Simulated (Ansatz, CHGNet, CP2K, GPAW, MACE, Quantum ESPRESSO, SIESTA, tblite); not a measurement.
# SIESTA on W(100)/Au(100) interface (51 atoms): settings against a plane-wave reference, part 2 of 2

Aim: run W(100)/Au(100) interface (51 atoms) in SIESTA and see how near its forces come to a plane-wave reference, and at what cost.

Program: SIESTA 5.4.2; the method stands at each step. Banners, paths, timers and routine set-up lines are dropped from the logs unmarked, and long logs keep their key lines alone; longer cuts are marked. The potentials were converted by us to PSML.

So far. Step 3 (PBE, SZ, shift 0.01 Ry, mesh 300 Ry): Against the first run (17 %), the force difference from the reference is 71 %, at 0.32 times the CPU time (on 1 against 2 cores), with 510 basis functions against 969: the smaller basis costs accuracy. Step 4 (PBE, DZ, shift 0.01 Ry, mesh 300 Ry): Against the first run (17 %), the force difference from the reference is 43 %, at 0.59 times the CPU time (on 1 against 2 cores), with 816 basis functions against 969: the smaller basis costs accuracy.

### 5. OptB88-vdW, PBE potentials, DZP, shift 0.01 Ry, mesh 300 Ry

Method: Kohn-Sham DFT, optB88-vdW, PseudoDojo 0.4.1 norm-conserving pseudopotentials (converted to PSML), numerical atomic orbitals (DZP), diagonalisation.

input.fdf reads:

```
SystemLabel cell
NumberOfAtoms 51
NumberOfSpecies 2
%block ChemicalSpeciesLabel
  1 74 W
  2 79 Au
%endblock ChemicalSpeciesLabel
LatticeConstant 1.0 Ang
%block LatticeVectors
  8.95200 0.00000 0.00000
  0.00000 8.95200 0.00000
  0.00000 0.00000 22.04922
%endblock LatticeVectors
PAO.BasisSize DZP
PAO.EnergyShift 0.01 Ry
XC.Functional VDW
XC.Authors KBM
MeshCutoff 300 Ry
%block kgrid_Monkhorst_Pack
  1 0 0 0.0
  0 1 0 0.0
  0 0 1 0.0
%endblock kgrid_Monkhorst_Pack
SolutionMethod diagon
OccupationFunction FD
ElectronicTemperature 580 K
SCF.Mixer.Method Pulay
SCF.Mixer.Weight 0.05
SCF.Mixer.History 8
SCF.Mix Hamiltonian
MaxSCFIterations 300
SCF.DM.Tolerance 1e-04
SCF.H.Tolerance 1.0e-3 eV
WriteForces T
Write.HirshfeldPop T
Write.VoronoiPop T
Write.DM F
Write.H F
XML.Write F
AtomicCoordinatesFormat Fractional
%block AtomicCoordinatesAndAtomicSpecies
[... 51 atom lines left out: the same atoms as in the first run ...]
%endblock AtomicCoordinatesAndAtomicSpecies
```

Command:

```bash
$ OMP_NUM_THREADS=1 mpirun -np 2 siesta < input.fdf > output.txt
```

The program printed:

```text
Version         : 5.4.2
reinit: System Name:
reinit: System Label: cell
initatom: Reading input for the pseudopotentials and atomic orbitals ----------
Species number:   1 Atomic number:   74 Label: W
Species number:   2 Atomic number:   79 Label: Au
Ground state valence configuration (from tables):   6s02  6p00  5d04  5f00
Ground state valence configuration (from tables):   6s01  6p00  5d10  5f00
---- Processing specs for species: W
GGA--PBE XC_GGA_X_PBE--XC_GGA_C_PBE pb
Semicore shell(s) with  8 electrons included in the valence for W
[... lines left out ...]
        iscf     Eharris(eV)        E_KS(eV)     FreeEng(eV)     dDmax    Ef(eV) dHmax(eV)
[... lines left out ...]
SCF Convergence by DM+H criterion
[... lines left out ...]
SCF cycle converged after 36 iterations
[... lines left out ...]
   Max    1.997201
[... lines left out ...]
   Max    1.997201    constrained
Stress tensor Voigt[x,y,z,yz,xz,xy] (kbar):       81.16       81.94       73.05        0.71       -0.23        0.01
[... lines left out ...]
siesta: FreeEng =   -158666.087937
[... lines left out ...]
siesta:         Fermi =      -3.164056
siesta: Stress tensor (static) (eV/Ang**3):
siesta:     0.050657    0.000007   -0.000141
siesta:     0.000007    0.051144    0.000443
siesta:    -0.000141    0.000443    0.045594
siesta: Cell volume =       1766.987095 Ang**3
siesta: Pressure (static):
siesta:                Solid            Molecule  Units
siesta:          -0.00053511         -0.00039771  Ry/Bohr**3
siesta:          -0.04913199         -0.03651616  eV/Ang**3
siesta:         -78.71812494        -58.50533921  kBar
    Orbital volume contribution        =          33.557624 eV
    (Free)E + p_basis*V_orbitals       =     -158632.530312 eV
    (Free)Eharris+ p_basis*V_orbitals  =     -158632.530303 eV
siesta: Electric dipole (a.u.)  =    0.000000   -0.000000   -2.242551
siesta: Electric dipole (Debye) =    0.000000   -0.000000   -5.699997
Hirshfeld Atomic Populations:
Atom #   charge [q] valence [e]  Species
     1     0.020571   13.979429  W
     2    -0.023240   14.023240  W
     3    -0.006291   14.006291  W
[...]
25     0.000463   18.999537  Au
    26     0.014240   18.985760  Au
    27    -0.033658   19.033658  Au
[...]
--------------------
 Total    -0.000079
Voronoi Atomic Populations:
Atom #   charge [q] valence [e]  Species
[...]
23     0.000804   13.999196  W
    24     0.068031   13.931969  W
[...]
50     0.026112   18.973888  Au
    51    -0.030499   19.030499  Au
--------------------
 Total    -0.000080
```

Elapsed: 11 min, on 2 MPI ranks of Arm Neoverse V1, shared host; peak memory 1.9 GiB.

Numbers from this run, and their distance from the reference:

```
r.m.s. force component                  : 0.6641 eV/Å
r.m.s. difference of force components   : 113.2 meV/Å
longest difference of force vectors     : 383.3 meV/Å
force difference over r.m.s. force      : 17.68 %
slope of forces against the reference's : 1.023
correlation of force components         : 0.9856
```

Against the first run (17 %), the force difference from the reference is 18 %, at 4.1 times the CPU time; the model has changed, so this is no error of the program alone.

### 6. All runs compared

Differences are against the plane-wave reference, forces as r.m.s. over components; share is that over the reference's r.m.s. force, slope the least-squares factor from reference forces to these. Total energies of different programs have different zeros and aren't compared.

```csv
run,"Δ force, r.m.s. (meV/Å)",share (%),slope,cores,CPU time,memory (GiB)
reference,-,-,-,4,40 min,6.2
"SIESTA PBE, DZP, shift 0.01 Ry, mesh 300 Ry",106,16.6,1.030,2,5.3 min,1.2
"SIESTA PBE, SZ, shift 0.01 Ry, mesh 300 Ry (coarse)",453,70.8,1.330,1,1.7 min,0.61
"SIESTA PBE, DZ, shift 0.01 Ry, mesh 300 Ry (coarse)",273,42.7,1.119,1,3.1 min,0.72
"SIESTA optB88-vdW, PBE potentials, DZP, shift 0.01 Ry, mesh 300 Ry",113,17.7,1.023,2,22 min,1.9
```

Rows marked coarse were listed beforehand as settings not expected to be converged; some can still land near the reference.

CPU time is summed over cores on a shared host, where runs went side by side, so it is rough. Symmetry, cutoffs, thresholds, outputs and thread counts weren't matched or tuned between programs; memory under MPI is the largest rank's times the ranks.

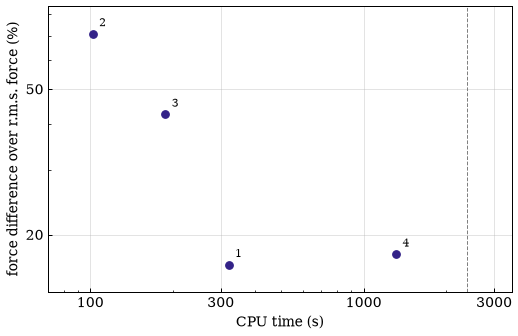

Force difference against CPU time; the dashed line marks the reference's time. Points: 1 SIESTA PBE, DZP, shift 0.01 Ry, mesh 300 Ry; 2 SIESTA PBE, SZ, shift 0.01 Ry, mesh 300 Ry; 3 SIESTA PBE, DZ, shift 0.01 Ry, mesh 300 Ry; 4 SIESTA optB88-vdW, PBE potentials, DZP, shift 0.01 Ry, mesh 300 Ry.

### 7. Summary of results

| Property | Result |
| --- | --- |
| nearest in forces | SIESTA PBE, DZP, shift 0.01 Ry, mesh 300 Ry, 17 % |
| its CPU time | 5.3 min |

In words: The PBE run in local orbitals, coarse settings apart, differs by 17 % (SIESTA PBE, DZP, shift 0.01 Ry, mesh 300 Ry); basis, grid and potentials can all enter. Rows with another functional or a dispersion term differ by 18 % (SIESTA optB88-vdW, PBE potentials, DZP, shift 0.01 Ry, mesh 300 Ry), which mixes the change of model with differences of basis and potentials, some of them made for another functional. Runs with settings chosen to be coarse differ by 43 % (SIESTA PBE, DZ, shift 0.01 Ry, mesh 300 Ry) to 71 % (SIESTA PBE, SZ, shift 0.01 Ry, mesh 300 Ry), their programs' other errors included. Of the electronic-structure runs that take under half the reference's CPU time, SIESTA PBE, DZP, shift 0.01 Ry, mesh 300 Ry comes nearest, at 17 % in 5.3 min against 40 min. The electron count is odd in these runs, and they have no spin polarisation, so the unpaired electron is spread evenly over both spins. The host structure and its lattice constant were typed by rule, without a check against the phase diagram. The electronic-structure runs sample only Γ, in a cell whose shortest periodic width is 9 Å, which is coarse for a cell with partly filled levels. Spin–orbit coupling is left out, which matters for the levels of the heavy elements.

[Also dropped from logs without a mark: logging warnings of Python, and SIESTA's first energy breakdown and zero terms.]

[Logs are printed without paths, hosts, clocks, repeated set-up lines and the standing remarks that a program may print on its own settings, such as how far it seeks lower states.]

[Hosts, paths, dates, database ids (printed as entryN), source tags and the programs' standing remarks are cut or masked in the printed files.]
